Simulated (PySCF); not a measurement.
**A workflow on AlSiPH6 (SMILES [AlH2][SiH2]P)**

Aim: a structure relaxation (HF/pc-0), then the harmonic vibrations, then a single-point energy (CCSD(T)/6-311G**), then the excited states (ADC(2)/6-31G*) of AlSiPH6. 

Program for the calculation: PySCF 2.14.0.

## (1) The system as given

AlSiPH6: 9 atoms, total charge 0, spin state singlet. As SMILES, `[AlH2][SiH2]P`. The shape comes from a force field and isn't a relaxed structure. This is one conformer, not always the lowest. The run starts from this shape.

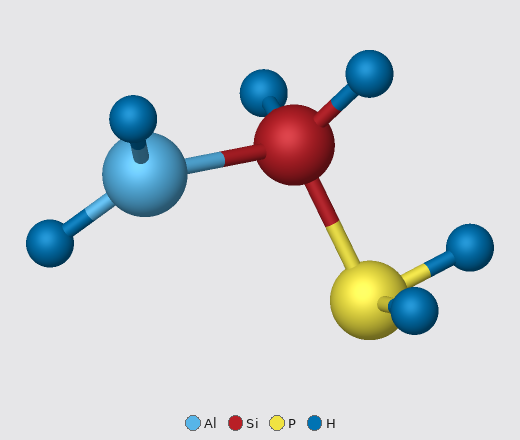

Viewed from a chosen angle; aluminium blue, silicon red, phosphorus yellow, hydrogen blue.

## (2) A geometry optimisation at HF/pc-0 (run 1)

Contents of job.py:

```python
from pyscf import gto, scf
from pyscf.geomopt.geometric_solver import kernel as optimise

mol = gto.Mole()
mol.atom = '''
Al  -1.255900   0.667900  -1.239900
Si   0.702100   0.198200  -0.127700
P    0.391500  -1.629000   1.058400
H   -1.858100  -0.326400  -2.281700
H   -2.036800   2.097200  -0.997100
H    1.067800   1.332100   0.759000
H    1.805700  -0.013200  -1.104600
H    1.688100  -1.419600   1.821300
H   -0.415900  -0.953400   2.095100
'''
mol.basis = 'pc-0'
mol.charge = 0
mol.max_memory = 1860
mol.verbose = 3
mol.build()

mf = scf.RHF(mol)
converged, mol_eq = optimise(mf, maxsteps=100)
print('converged:', converged)
print(mol_eq.tostring())

mf.reset(mol_eq)
mol = mol_eq
mf.kernel()
etot = mf.e_tot
print('Final energy', etot)
```

Started as:

```
$ OMP_NUM_THREADS=1 python job.py
```

Standard output:

```text
maxiter                   100
[... 67 lines left out ...]
converged SCF energy = -874.524608882172
[... 83 lines left out ...]
converged SCF energy = -874.549760301344
[... 104 lines left out ...]
converged SCF energy = -874.549801925092
[... 104 lines left out ...]
converged SCF energy = -874.5500001462
[... 104 lines left out ...]
converged SCF energy = -874.55018681664
[... 95 lines left out ...]
Converged! =D
[... 1 line left out ...]
converged: True
Al         -1.39226722        0.73936137       -1.39732683
Si          0.74130118        0.18532794       -0.22243084
P           0.33750890       -1.51157037        1.40684598
[... 5 lines of this table left out ...]
H          -0.25806255       -0.69900302        2.41644475
converged SCF energy = -874.550205157883
Final energy -874.5502051578833
```

Run time: 19 s. Hardware: 1 thread of Arm Neoverse V2, shared host; peak memory 0.14 GiB.

The path in brief:

```csv
step,energy from the first frame kept (eV),largest force (eV/Å)
0,0.0000,3.3986
1,-0.5402,1.5334
2,-0.6740,0.2611
3,-0.6836,0.0789
4,-0.6844,0.0338
5,-0.6846,0.0135
6,-0.6847,0.0122
7,-0.6848,0.0188
8,-0.6851,0.0355
9,-0.6855,0.0519
10,-0.6864,0.0627
11,-0.6874,0.0566
12,-0.6888,0.0417
13,-0.6903,0.0449
14,-0.6909,0.0478
15,-0.6918,0.0269
16,-0.6924,0.0243
17,-0.6935,0.0540
18,-0.6949,0.0726
19,-0.6960,0.0612
20,-0.6964,0.0163
21,-0.6965,0.0066
22,-0.6965,0.0033
23,-0.6965,0.0014
```

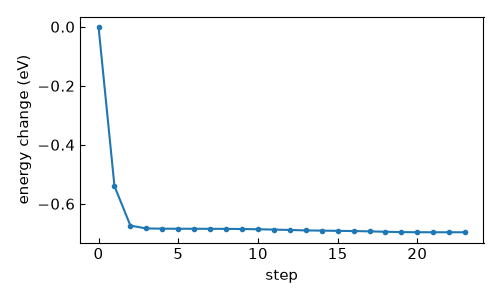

Energy along the run.

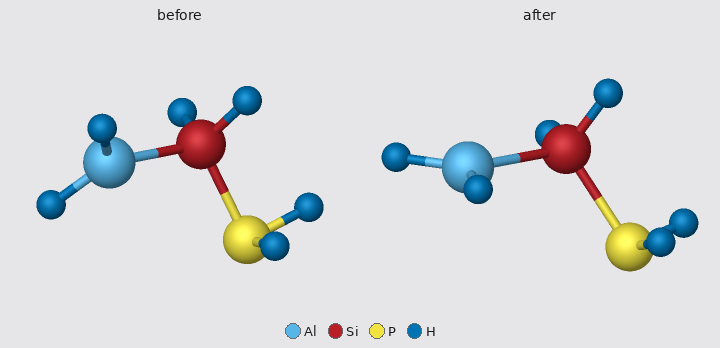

Before and after, at one scale.

After the run. Bond lengths: Al1–Si2 2.498 Å, Si2–P3 2.387 Å, Al1–H4 1.590 Å, Al1–H5 1.591 Å, Si2–H6 1.500 Å, Si2–H7 1.496 Å, P3–H8 1.424 Å, P3–H9 1.426 Å. Some angles: Al1–Si2–P3 109.5°, Al1–Si2–H6 113.2°, Al1–Si2–H7 113.4°, P3–Si2–H6 109.7°, P3–Si2–H7 104.7°, Si2–Al1–H4 120.4°, Si2–Al1–H5 119.0°, Si2–P3–H8 98.9°, Si2–P3–H9 98.6°, H6–Si2–H7 106.0°.

## (3) Vibrational wavenumbers at HF/pc-0 (run 2)

Contents of job.py:

```python
from pyscf import gto, scf, symm
from pyscf.hessian import thermo

mol = gto.M(
    atom='''
Al    -1.328343     0.968705    -1.395410
Si     0.805225     0.414672    -0.220514
P      0.401433    -1.282226     1.408763
H     -1.440888     0.813579    -2.973812
H     -2.568716     1.478302    -0.540044
H      1.443338     1.602633     0.435864
H      1.845820    -0.167037    -1.124015
H      1.700085    -1.341073     1.990859
H     -0.194139    -0.469659     2.418362
''',
    basis='pc-0',
    verbose=3,
    max_memory=1860,
)

mf = scf.RHF(mol)
mf.kernel()

e_final = mf.e_tot
print(f'total energy: {e_final:.8f} hartree')
hess = mf.Hessian().kernel()
modes = thermo.harmonic_analysis(mol, hess)
thermo.dump_normal_mode(mol, modes)
symm.geom.TOLERANCE = 1e-3  # for the symmetry number
th = thermo.thermo(mf, modes['freq_au'], 1200, 101325)
thermo.dump_thermo(mol, th)
```

Started as:

```
$ OMP_NUM_THREADS=1 python job.py
```

Standard output:

```text
converged SCF energy = -874.550205157894
total energy: -874.55020516 hartree
[... 98 lines left out ...]
Gibbs free energy [Eh] -874.69327
```

It took 6.9 s on 1 thread of Arm Neoverse V2, shared host; peak memory 0.13 GiB.

## (4) A single-point energy at CCSD(T)/6-311G(d,p) (Cartesian functions) (run 3)

Contents of job.py:

```python
from pyscf import gto, cc

mol = gto.Mole()
mol.atom = '''
Al      -1.392267       0.739361      -1.397327
Si       0.741301       0.185328      -0.222431
P        0.337509      -1.511570       1.406846
H       -1.504812       0.584235      -2.975729
H       -2.632640       1.248958      -0.541961
H        1.379414       1.373289       0.433947
H        1.781896      -0.396381      -1.125932
H        1.636161      -1.570417       1.988942
H       -0.258063      -0.699003       2.416445
'''
mol.spin = 0
mol.charge = 0
mol.max_memory = 1860
mol.basis = '6-311g**'
mol.cart = True
mol.verbose = 4
mol.build()

mf = mol.RHF()
mf.kernel()

mycc = cc.CCSD(mf, frozen=15)
mycc.kernel()
e_t = mycc.ccsd_t()
etot = mycc.e_tot + e_t
print(f'total energy: {etot:.8f} hartree')
mf.analyze()
```

Started as:

```
$ OMP_NUM_THREADS=1 python job.py
```

Standard output:

```text
PySCF version 2.14.0

[... 108 lines left out ...]
MO #7   energy= -5.37674223993738  occ= 2
[... 21 lines left out ...]
MO #29  energy= 0.127651966320643  occ= 0
[... 21 lines left out ...]
MO #51  energy= 0.635219535602863  occ= 0
[... 21 lines left out ...]
MO #73  energy= 1.57415327839184   occ= 0
[... 21 lines left out ...]
MO #95  energy= 2.84277448607164   occ= 0
[... 21 lines left out ...]
MO #117 energy= 172.186379879526   occ= 0
[... 129 lines left out ...]
Dipole moment(X, Y, Z, Debye): -0.04536,  1.24709, -0.44778
```

Run time: 50 s. Hardware: 1 thread of Arm Neoverse V2, shared host; peak memory 0.87 GiB.

## (5) The vertical excitations at ADC(2)/6-31G(d) (spherical functions, root kind ee) (run 4)

Contents of start.xyz:

```xyz
9
AlH6PSi
Al    -1.392267     0.739361    -1.397327
Si     0.741301     0.185328    -0.222431
P      0.337509    -1.511570     1.406846
H     -1.504812     0.584235    -2.975729
H     -2.632640     1.248958    -0.541961
H      1.379414     1.373289     0.433947
H      1.781896    -0.396381    -1.125932
H      1.636161    -1.570417     1.988942
H     -0.258063    -0.699003     2.416445
```

Contents of input.py:

```python
from pyscf import gto, adc

system = gto.Mole()
system.atom = 'start.xyz'
system.verbose = 4
system.basis = '6-31g*'
system.spin = 0
system.max_memory = 1860
system.build()

hf = system.RHF()
hf.kernel()

myadc = adc.ADC(hf, frozen=15)
myadc.method = 'adc(2)'

myadc.method_type = 'ee'
e, vec, osc, x = myadc.kernel(nroots=5)

roots = e * 27.211386
print('root  energy (eV)  strength')
for i, (w, f) in enumerate(zip(roots, osc), 1):
    print('%3d %10.4f %10.5f' % (i, w, f))
```

Started as:

```
$ OMP_NUM_THREADS=1 python input.py
```

Standard output:

```text
PySCF version 2.14.0

[... 81 lines left out ...]
adc(2) root 0  |  Energy (Eh) =   0.1626189500  |  Energy (eV) =   4.42508702  |  Osc. strength = 0.01353935  |  conv = True
[... 1 line left out ...]
adc(2) root 2  |  Energy (Eh) =   0.2040571721  |  Energy (eV) =   5.55267848  |  Osc. strength = 0.00014756  |  conv = True
[... 1 line left out ...]
adc(2) root 4  |  Energy (Eh) =   0.2541588674  |  Energy (eV) =   6.91601505  |  Osc. strength = 0.06596029  |  conv = True
[... 5 lines left out ...]
  5     6.9160    0.06596
```

Wall time 6 s (1 thread of Arm Neoverse V2, shared host); peak memory 0.28 GiB.

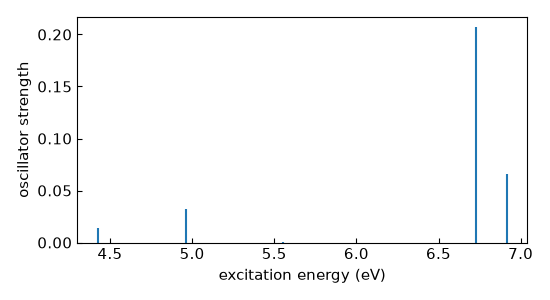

Vertical excitations as sticks.

The roots found:

```csv
excited state,energy (eV),strength
1,4.425,0.0135
2,4.962,0.0324
3,5.553,0.0001
4,6.725,0.2069
5,6.916,0.0660
```

## (6) Results

| quantity | value |
| --- | --- |
| run 1, HF/pc-0: total energy at the end | -874.55021 Eh |
| run 1, HF/pc-0: dipole moment | 1.59 D |
| run 1, HF/pc-0: HOMO energy | -9.54 eV |
| run 1, HF/pc-0: LUMO energy | 0.25 eV |
| run 1, HF/pc-0: HOMO–LUMO gap | 9.79 eV |
| run 2, HF/pc-0: lowest harmonic wavenumber | 45 cm⁻¹ |
| run 2, HF/pc-0: highest harmonic wavenumber | 2410 cm⁻¹ |
| run 2, HF/pc-0: zero-point energy | 127.7 kJ/mol |
| run 2, HF/pc-0: ideal-gas entropy at 1200 K (symmetry number 1 as used) | 132.0 cal/(mol K) |
| run 3, CCSD(T)/6-311G**: total energy | -875.43431 Eh |
| run 3, CCSD(T)/6-311G**: dipole moment (Hartree–Fock density) | 1.33 D |
| run 3, CCSD(T)/6-311G**: HOMO energy (Hartree–Fock orbitals) | -9.50 eV |
| run 3, CCSD(T)/6-311G**: LUMO energy (Hartree–Fock orbitals) | 0.34 eV |
| run 3, CCSD(T)/6-311G**: HOMO–LUMO gap (Hartree–Fock orbitals) | 9.84 eV |
| run 3, CCSD(T)/6-311G**: correlation energy (15 core orbitals frozen) | -359.9 mEh |
| run 3, CCSD(T)/6-311G**: (T) correction | -10.21 mEh |
| run 3, CCSD(T)/6-311G**: T1 diagnostic | 0.012 |
| run 4, ADC(2)/6-31G*: dipole moment (Hartree–Fock density) | 1.37 D |
| run 4, ADC(2)/6-31G*: HOMO energy (Hartree–Fock orbitals) | -9.45 eV |
| run 4, ADC(2)/6-31G*: LUMO energy (Hartree–Fock orbitals) | 0.49 eV |
| run 4, ADC(2)/6-31G*: HOMO–LUMO gap (Hartree–Fock orbitals) | 9.95 eV |
| run 4, ADC(2)/6-31G*: correlation energy (15 core orbitals frozen) | -228.8 mEh |
| run 4, ADC(2)/6-31G*: lowest excitation energy | 4.43 eV |

**Reading.** The optimisation (run 1, HF/pc-0) took 23 steps and changed the energy by -0.697 eV. Mulliken charges (run 1, HF/pc-0) run from -0.29 on H5 to +0.86 on Al1. All 21 modes (run 2, HF/pc-0) are real, so the shape is a minimum at this level. Mulliken charges (run 2, HF/pc-0) run from -0.29 on H5 to +0.86 on Al1; they depend strongly on the basis. The triples (run 3, CCSD(T)/6-311G**) make up 2.8 % of the correlation energy. The brightest of the 5 transitions from the ground state lies at 6.73 eV (184 nm, f = 0.207); the lowest, at 4.43 eV, has f = 0.014.
